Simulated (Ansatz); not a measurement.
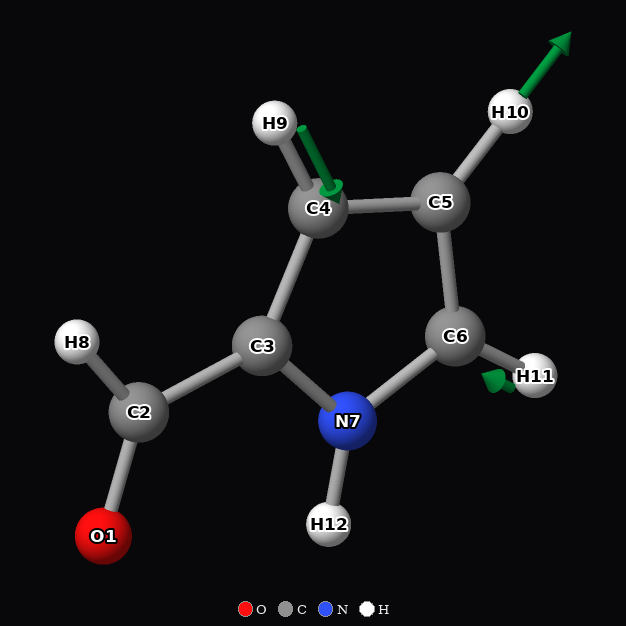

The arrows show one normal mode. Harmonic vibrations computed with RKS PBE0-D4/def2-TZVP (Ansatz 0.2.0) at a stationary point of the same level.

What kind of motion is it?

Mostly out-of-phase stretching of 2 C–H bonds.

At what wavenumber does it lie?

3259 cm⁻¹; it is mode 27 of 30 counted from the lowest.
